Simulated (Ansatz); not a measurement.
# Monolayer T-SnSe2 in a field along the normal: induced dipole (PBEsol)

A gate puts a field across monolayer T-SnSe2. How large is the induced dipole, and what happens to the gap?

All values are computed: Ansatz 0.2.0, PBEsol, plane waves, no spin–orbit coupling; sawtooth field with a dipole correction, atoms held at their zero-field places, cell area 12.58 Å². The field is the one in the vacuum. Energy changes count from the zero-field run.

| field (V/Å) | dipole (e·Å) | energy change (meV) | gap on the path (eV) |
| --- | --- | --- | --- |
| 0.05 | 0.018 | -0.5 | 0.76 |
| 0.1 | 0.037 | -1.8 | 0.76 |
| 0.2 | 0.073 | -7.3 | 0.76 |
| 0.3 | ? | ? | ? |
| 0.4 | 0.147 | -29.3 | 0.76 |

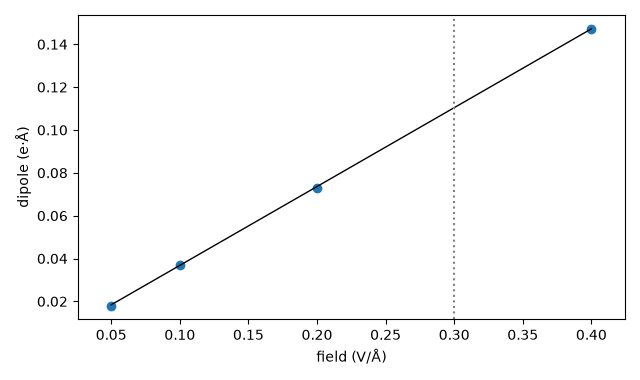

The shown rows (points), the fit (line) and the place of the withheld row (dotted).

**Fit.** A least-squares line through the shown values, as rounded, is dipole = 0.000 + 0.368 × field (V/Å); it misses them by 0.001 e·Å at most. The fit misses the rows by 0.000 e·Å on average, and their plain mean by 0.041 e·Å, so the fit does better. The slope is the electronic polarisability of the cell, α = 0.368 e·Å²/V. It also sets the energy, −αF²/2 for a sheet without a dipole of its own: -29.4 meV at 0.4 V/Å. From the weakest to the strongest field the gap on the path changes by +0.00 eV.

**The withheld row.** The prediction is 0.000 + 0.368 × (0.3) = 0.110 e·Å. The run gave dipole 0.110 e·Å, energy change -16.5 meV, gap on the path 0.76 eV. The miss in dipole is +0.000 e·Å, within the scatter of the fitted rows. The mean of the shown rows would have missed by +0.041 e·Å.

Ions don't move, so the lattice part of the screening is missing; semilocal functionals overestimate polarisabilities somewhat.
